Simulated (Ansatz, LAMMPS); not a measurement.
# Elastic response of glassy 44SiO2-56MgO (mol %) (83 atoms), part 3 of 3

Aim: relax glassy 44SiO2-56MgO (mol %) (83 atoms), then change its volume and shape to read moduli from the stress.

Ansatz 0.2.0; Kohn-Sham DFT, RPBE, PAW (set soft_2), plane waves.

The cell: 15 Si, 19 Mg and 49 O. The quench rate of 30 K/ps far exceeds what a furnace or splat quench reaches. The starting topology of bonds comes from the classical model. Sampling is at Γ alone.

So far. Step 9 (Volume -10 %): The relaxation converged after 7 steps, 2.65 eV below its start, with a largest force component of 0.018 eV/Å. Step 9 (Volume -10 %): Volume -10 %: the energy stands 2.96 eV above that of the reference, at a pressure of 9.92 GPa.

**10. Stretched by 1 % along x**

The relaxed cell is strained along x alone, which gives the stiffness along x and its coupling to y and z.

Contents of input.yaml:

```yaml
crystal:
  lattice:
    - [10.32398, -0.03583, -0.19501]
    - [-0.03619, 10.14317, -0.00701]
    - [-0.19696, -0.00701, 10.05592]
  atoms:
    [... the 83 atom lines of step 4 ...]
kpoints:
  mp_grid: { grid: [1, 1, 1] }
hamiltonian:
  xc: rpbe
scf:
  occupations: { method: fixed }
output:
  forces: true
  eigenvalues: true
  stress: true
relax:
  f_tol: 0.05
  max_steps: 70
```

Command:

```
ansatz run input.yaml --threads 4 --pin off --max-ram 8192MiB --backend cpu --events-out ev --progress --plain --runs-dir out
```

Numbers of over 12 decimals in the logs are rounded to 6 here.

The program printed:

```text
[...]
Crystal: 83 atoms, lattice volume = 1052.631 Å³
Basis set: ecut = 420 eV, 20549 PW (Γ), exchange–correlation on 144×144×144 points (8 copies of the dense FFT grid, shifted against one another)
Bands: 355, of which v1, the nominal top of the filled ones, is band 272 counted from 1 (271 counted from 0)
Symmetry: 1 space group operations
[...]
k-points: 1
[...]
SCF iter   1: F=—  HF=-74179.644394 eV  |F-HF|=—  |Δ(HF+E_count)|=         —  Δρ=4.71e-3  dr2=2.54e-1  ethr=1.77e-3  ⟨swp⟩=5.0  Hψ=1215  notcnv=0  defer=80
[...]
SCF iter   7: F=-74179.606966 eV  HF=-74179.606962 eV  |F-HF|=3.77e-6  |Δ(HF+E_count)|=   6.74e-5  Δρ=1.98e-5  dr2=3.89e-6  ethr=5.07e-9  ⟨swp⟩=15.0  Hψ=1908  notcnv=0
SCF 1 converged in 7 iterations: F = -74179.606966 eV  dr2 = 3.89e-6
[...]
relax step   1: F+E_penalty+E_count = -74179.60696582 eV  Δ(F+E_penalty+E_count) = +0.000e0 eV  max|allowed force component| = 4.257e-1 eV/Å  Δτ_max = 0.0000 Å  (7 SCF iters, dr2 threshold 6.25e-5 eV, accepted)
[...]
relax step   2: F+E_penalty+E_count = -74179.63359355 eV  Δ(F+E_penalty+E_count) = -2.663e-2 eV  max|allowed force component| = 2.328e-1 eV/Å  Δτ_max = 0.0149 Å  (5 SCF iters, dr2 threshold 1.13e-5 eV, accepted)
[...]
relax step   3: F+E_penalty+E_count = -74179.65087956 eV  Δ(F+E_penalty+E_count) = -1.729e-2 eV  max|allowed force component| = 5.846e-2 eV/Å  Δτ_max = 0.0265 Å  (6 SCF iters, dr2 threshold 3.39e-6 eV, accepted)
[...]
relax step   4: F+E_penalty+E_count = -74179.65547757 eV  Δ(F+E_penalty+E_count) = -4.598e-3 eV  max|allowed force component| = 4.701e-2 eV/Å  Δτ_max = 0.0912 Å  (9 SCF iters, accepted)
SCF converged after 9 iterations
Free energy (F): -74179.655478 eV
[...]
Internal energy: -74179.655478 eV  (E = F + TS)
E sigma→0 (E₀):  -74179.655478 eV
Fermi energy:    4.814426 eV
[...]
--- Forces (eV/Å), atoms counted from 1 ---
  atom   1  Si    -0.01295823     0.00855516     0.02041533
  atom   2  Si    -0.02276969     0.02346600    -0.03121769
  atom   3  Si    -0.01357742    -0.03173688    -0.00600167
  atom   4  Si     0.01575534     0.02826625     0.02427753
  atom   5  Si    -0.00837353    -0.02765694     0.02620423
  atom   6  Si     0.00759275     0.00771374     0.00262718
  atom   7  Si    -0.00865963     0.00261645    -0.01329367
  atom   8  Si     0.01777378     0.00186049     0.01194154
  atom   9  Si     0.00270364    -0.00805163    -0.01316359
  atom  10  Si     0.00418289    -0.01562821    -0.02015297
  atom  11  Si     0.01009657     0.01181572     0.02573751
  atom  12  Si     0.01808695     0.00065919    -0.00168940
  atom  13  Si     0.02831210     0.01006507     0.04700486
  atom  14  Si     0.01209282     0.00508990     0.00347374
[...]
atom  82  O     -0.00206275    -0.00735311    -0.00128689
  atom  83  O     -0.00392844     0.00119364    -0.02589235
  max |Σ_I F_I| component: 1.10e-4 eV/Å
--- Stress (GPa, compression-positive) ---
       -1.040911       0.106047      -0.093471
        0.106046      -0.321243       0.068708
       -0.093470       0.068710      -0.361010
  P = ⅓ Tr σ = -0.5744 GPa (-5.744 kbar)
--- Band table (eV) ---
[...]
--- Relaxed structure (4 steps of the walk, 4 accepted, 0 SCFs on fresh bases) ---
  F+E_penalty+E_count = -74179.65547757 eV   max|allowed force component| = 4.701e-2 eV/Å
  atoms:
    - { symbol: Si, position: [0.846699, 0.843630, 0.230803] }
    - { symbol: Si, position: [0.618558, 0.606249, 0.840061] }
    - { symbol: Si, position: [0.333564, 0.333874, 0.027638] }
    - { symbol: Si, position: [0.946447, 0.947718, 0.947884] }
[...]
- { symbol: O, position: [0.306288, 0.135942, 0.412800] }
```

It took 38 s on 4 threads of Arm Neoverse V2, shared host; peak memory 1.3 GiB; 2.4 min of CPU time.

The relaxation converged after 4 steps, 0.0485 eV below its start, with a largest force component of 0.047 eV/Å.

Stretched by 1 % along x: the energy stands 0.0319 eV above that of the reference, at a pressure of -0.574 GPa.

**11. Compressed by 1 % along x**

The relaxed cell is strained along x alone, which gives the stiffness along x and its coupling to y and z.

input.yaml, the sections that differ from step 10:

```yaml
crystal:
  lattice:
    - [10.11954, -0.03583, -0.19501]
    - [-0.03547, 10.14317, -0.00701]
    - [-0.19306, -0.00701, 10.05592]
  atoms:
    [... the 83 atom lines of step 4 ...]
# kpoints, hamiltonian, scf, output, relax: as in step 10
```

The program printed:

```text
[...]
Crystal: 83 atoms, lattice volume = 1031.787 Å³
Basis set: ecut = 420 eV, 20125 PW (Γ), exchange–correlation on 144×144×144 points (8 copies of the dense FFT grid, shifted against one another)
Bands: 355, of which v1, the nominal top of the filled ones, is band 272 counted from 1 (271 counted from 0)
Symmetry: 1 space group operations
[...]
k-points: 1
[...]
SCF iter   1: F=—  HF=-74179.641418 eV  |F-HF|=—  |Δ(HF+E_count)|=         —  Δρ=4.77e-3  dr2=2.53e-1  ethr=1.77e-3  ⟨swp⟩=5.0  Hψ=1287  notcnv=0  defer=80
[...]
SCF iter   6: F=—  HF=-74179.598701 eV  |F-HF|=—  |Δ(HF+E_count)|=   1.50e-4  Δρ=5.04e-5  dr2=2.74e-5  ethr=4.47e-8  ⟨swp⟩=2.0  Hψ=431  notcnv=0  defer=81
SCF iter   7: F=-74179.598768 eV  HF=-74179.598765 eV  |F-HF|=3.66e-6  |Δ(HF+E_count)|=   6.39e-5  Δρ=1.89e-5  dr2=3.47e-6  ethr=5.03e-9  ⟨swp⟩=15.0  Hψ=1957  notcnv=0
SCF 1 converged in 7 iterations: F = -74179.598768 eV  dr2 = 3.47e-6
[...]
relax step   1: F+E_penalty+E_count = -74179.59876839 eV  Δ(F+E_penalty+E_count) = +0.000e0 eV  max|allowed force component| = 4.570e-1 eV/Å  Δτ_max = 0.0000 Å  (7 SCF iters, dr2 threshold 6.25e-5 eV, accepted)
[...]
relax step   2: F+E_penalty+E_count = -74179.62591601 eV  Δ(F+E_penalty+E_count) = -2.715e-2 eV  max|allowed force component| = 2.419e-1 eV/Å  Δτ_max = 0.0135 Å  (5 SCF iters, dr2 threshold 1.31e-5 eV, accepted)
[...]
relax step   3: F+E_penalty+E_count = -74179.64290273 eV  Δ(F+E_penalty+E_count) = -1.699e-2 eV  max|allowed force component| = 5.211e-2 eV/Å  Δτ_max = 0.0209 Å  (6 SCF iters, dr2 threshold 3.66e-6 eV, accepted)
[...]
relax step   4: F+E_penalty+E_count = -74179.64579492 eV  Δ(F+E_penalty+E_count) = -2.892e-3 eV  max|allowed force component| = 3.110e-2 eV/Å  Δτ_max = 0.0266 Å  (7 SCF iters, accepted)
SCF converged after 7 iterations
Free energy (F): -74179.645795 eV
[...]
Internal energy: -74179.645795 eV  (E = F + TS)
E sigma→0 (E₀):  -74179.645795 eV
Fermi energy:    5.002370 eV
[...]
Σ components = -74179.645795   (vs F -74179.645795, Δ=0.00e0)
--- Forces (eV/Å), atoms counted from 1 ---
  atom   1  Si    -0.00431908     0.01703456     0.00149115
  atom   2  Si    -0.00247794    -0.00669805    -0.01764267
  atom   3  Si     0.01068287     0.00646149    -0.00542174
  atom   4  Si    -0.00466172    -0.01613808    -0.01224806
[...]
atom  83  O     -0.01248825    -0.00411576     0.00552606
  max |Σ_I F_I| component: 2.65e-4 eV/Å
--- Stress (GPa, compression-positive) ---
        1.319312      -0.053074       0.053757
       -0.053076       0.568485      -0.011366
        0.053759      -0.011365       0.548298
  P = ⅓ Tr σ = 0.8120 GPa (8.120 kbar)
--- Band table (eV) ---
[...]
--- Relaxed structure (4 steps of the walk, 4 accepted, 0 SCFs on fresh bases) ---
  F+E_penalty+E_count = -74179.64579492 eV   max|allowed force component| = 3.110e-2 eV/Å
  atoms:
    - { symbol: Si, position: [0.847827, 0.844881, 0.230923] }
    - { symbol: Si, position: [0.622597, 0.610121, 0.839424] }
    - { symbol: Si, position: [0.335072, 0.334569, 0.025748] }
    - { symbol: Si, position: [0.948674, 0.945711, 0.947730] }
[...]
- { symbol: O, position: [0.304240, 0.137705, 0.417017] }
```

The job ended after 36 s (4 threads; peak memory 1.3 GiB).

The relaxation converged after 4 steps, 0.0470 eV below its start, with a largest force component of 0.031 eV/Å.

Compressed by 1 % along x: the energy stands 0.0416 eV above that of the reference, at a pressure of 0.812 GPa.

**12. Sheared by 2 % in xy**

A shear of the relaxed cell gives the modulus that volume changes can't reach.

input.yaml, the sections that differ from step 11:

```yaml
crystal:
  lattice:
    - [10.2214, 0.06639, -0.19501]
    - [0.0656, 10.14281, -0.00701]
    - [-0.19508, -0.00896, 10.05592]
  atoms:
    [... the 83 atom lines of step 4 ...]
# kpoints, hamiltonian, scf, output, relax: as in step 11
```

The program printed:

```text
[...]
Crystal: 83 atoms, lattice volume = 1042.105 Å³
Basis set: ecut = 420 eV, 20343 PW (Γ), exchange–correlation on 144×144×144 points (8 copies of the dense FFT grid, shifted against one another)
Bands: 355, of which v1, the nominal top of the filled ones, is band 272 counted from 1 (271 counted from 0)
Symmetry: 1 space group operations
[...]
k-points: 1
[...]
SCF iter   1: F=—  HF=-74179.595135 eV  |F-HF|=—  |Δ(HF+E_count)|=         —  Δρ=4.80e-3  dr2=2.56e-1  ethr=1.77e-3  ⟨swp⟩=5.0  Hψ=1215  notcnv=0  defer=80
[...]
SCF iter   6: F=—  HF=-74179.549980 eV  |F-HF|=—  |Δ(HF+E_count)|=   1.71e-4  Δρ=5.28e-5  dr2=3.02e-5  ethr=4.08e-8  ⟨swp⟩=2.0  Hψ=431  notcnv=0  defer=81
SCF iter   7: F=-74179.550049 eV  HF=-74179.550044 eV  |F-HF|=5.20e-6  |Δ(HF+E_count)|=   6.41e-5  Δρ=1.77e-5  dr2=3.41e-6  ethr=5.55e-9  ⟨swp⟩=15.0  Hψ=2033  notcnv=0
SCF 1 converged in 7 iterations: F = -74179.550049 eV  dr2 = 3.41e-6
[...]
relax step   1: F+E_penalty+E_count = -74179.55004913 eV  Δ(F+E_penalty+E_count) = +0.000e0 eV  max|allowed force component| = 5.372e-1 eV/Å  Δτ_max = 0.0000 Å  (7 SCF iters, dr2 threshold 6.25e-5 eV, accepted)
[...]
relax step   2: F+E_penalty+E_count = -74179.59834720 eV  Δ(F+E_penalty+E_count) = -4.830e-2 eV  max|allowed force component| = 3.091e-1 eV/Å  Δτ_max = 0.0156 Å  (5 SCF iters, dr2 threshold 1.80e-5 eV, accepted)
[...]
relax step   3: F+E_penalty+E_count = -74179.62931703 eV  Δ(F+E_penalty+E_count) = -3.097e-2 eV  max|allowed force component| = 8.078e-2 eV/Å  Δτ_max = 0.0251 Å  (6 SCF iters, dr2 threshold 5.97e-6 eV, accepted)
relax step   4: F+E_penalty+E_count = -74179.63564320 eV  Δ(F+E_penalty+E_count) = -6.326e-3 eV  max|allowed force component| = 1.023e-1 eV/Å  Δτ_max = 0.0877 Å  (9 SCF iters, accepted)
[...]
relax step   5: F+E_penalty+E_count = -74179.63940663 eV  Δ(F+E_penalty+E_count) = -3.763e-3 eV  max|allowed force component| = 1.382e-2 eV/Å  Δτ_max = 0.0259 Å  (7 SCF iters, accepted)
SCF converged after 7 iterations
Free energy (F): -74179.639407 eV
[...]
Internal energy: -74179.639407 eV  (E = F + TS)
E sigma→0 (E₀):  -74179.639407 eV
Fermi energy:    4.878636 eV
[...]
Σ components = -74179.639407   (vs F -74179.639407, Δ=0.00e0)
--- Forces (eV/Å), atoms counted from 1 ---
  atom   1  Si    -0.00044704     0.00308110     0.00812108
  atom   2  Si    -0.00840567     0.00908974    -0.00236229
  atom   3  Si     0.00031137     0.00149803     0.00278563
  atom   4  Si     0.00415394    -0.00224320     0.00323493
[...]
atom  83  O     -0.00247092    -0.00097842    -0.00119624
  max |Σ_I F_I| component: 2.37e-4 eV/Å
--- Stress (GPa, compression-positive) ---
        0.226573      -0.798570       0.034762
       -0.798571       0.287595      -0.077091
        0.034764      -0.077089       0.074135
  P = ⅓ Tr σ = 0.1961 GPa (1.961 kbar)
--- Band table (eV) ---
[...]
--- Relaxed structure (5 steps of the walk, 5 accepted, 0 SCFs on fresh bases) ---
  F+E_penalty+E_count = -74179.63940663 eV   max|allowed force component| = 1.382e-2 eV/Å
  atoms:
    - { symbol: Si, position: [0.845485, 0.841625, 0.230059] }
    - { symbol: Si, position: [0.620395, 0.606467, 0.839387] }
    - { symbol: Si, position: [0.334554, 0.333431, 0.027314] }
    - { symbol: Si, position: [0.947164, 0.945981, 0.947573] }
[...]
- { symbol: O, position: [0.305065, 0.137555, 0.412346] }
```

Wall time 46 s (4 threads); peak memory 1.3 GiB.

The relaxation converged after 5 steps, 0.0894 eV below its start, with a largest force component of 0.014 eV/Å.

Sheared by 2 % in xy: the energy stands 0.0480 eV above that of the reference, at a pressure of 0.196 GPa.

**13. Pressure against volume**

Atoms are relaxed at each volume, in the scaled cell.

| volume change (%) | volume (Å³/atom) | energy change (meV/atom) | pressure (GPa) | largest move on relaxing (Å) | bonds | gap (eV) |
| --- | --- | --- | --- | --- | --- | --- |
| -10 | 11.301 | 35.61 | 9.92 | 0.36 | 150 | 3.65 |
| -6 | 11.803 | 11.89 | 5.38 | 0.21 | 149 | 3.49 |
| -3 | 12.180 | 2.71 | 2.48 | 0.12 | 147 | 3.38 |
| +0 | 12.557 | 0.00 | 0.03 | - | 144 | 3.26 |
| +3 | 12.933 | 2.10 | -1.83 | 0.21 | 144 | 3.16 |
| +6 | 13.310 | 8.09 | -3.36 | 0.44 | 142 | 3.09 |

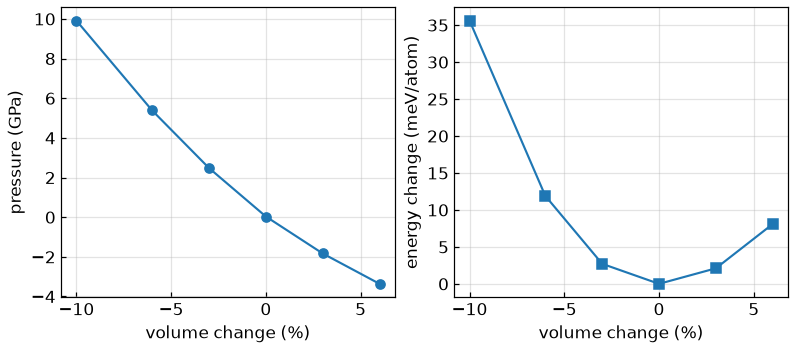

Pressure and energy against volume.

**14. Uniaxial strain and shear**

Stress (GPa, compression positive) less that of the relaxed cell, atoms relaxed:

| strain | xx | yy | zz | xy | energy change (meV/atom) |
| --- | --- | --- | --- | --- | --- |
| stretched by 1 % along x | -1.061 | -0.371 | -0.389 | 0.108 | 0.38 |
| compressed by 1 % along x | 1.299 | 0.519 | 0.520 | -0.051 | 0.50 |
| sheared by 2 % in xy | 0.206 | 0.238 | 0.046 | -0.796 | 0.58 |

**15. What came out**

The bulk modulus, from the slope of pressure against ln V over the three points nearest the relaxed volume, is 71.8 GPa; a quadratic over all points gives a pressure derivative of about 5.8. The count of bonds runs from 142 to 150 over the series, so at some points contacts cross the cutoffs. The gap goes from 3.65 eV at the smallest volume to 3.09 eV at the largest, -3.5 eV per unit of ln V by a straight line, on the run's k-points. In the Cartesian axes of the cell, finite differences give C11 = 118, C12 = 44.5, C13 = 45.5 and C66 = 39.8 GPa (the shear of 2 % is the engineering strain, εxy = 0.01). The mean of C11, C12 and C13, which equals the bulk modulus in a cubic or isotropic solid, is 69.3 GPa: it agrees with the bulk modulus within 10 %. For an isotropic solid C66 would equal (C11 − C12)/2 = 36.8 GPa; so small a sample needn't be isotropic, and C66 rests on one shear. With the bulk modulus and C66 as K and G, Young's modulus would be about 101 GPa and Poisson's ratio 0.27.

**Limits.** Strains are finite and relaxations stop at the force tolerance of the input, which can leave moduli too stiff; they are those of a static cell at zero temperature. Volumes are changed with the cell's shape held, so in an anisotropic solid the modulus lies over the one under free hydrostatic load. The program notes that the SCF threshold of the relaxations is loose for the stress.

The DFT runs together took 8.2 min of wall time.

[Logs are printed without paths, hosts, clocks, repeated set-up lines and the standing remarks that a program may print on its own settings, such as how far it seeks lower states.]

[Hosts, paths, dates, database ids (printed as entryN), source tags and the programs' standing remarks are cut or masked in the printed files.]
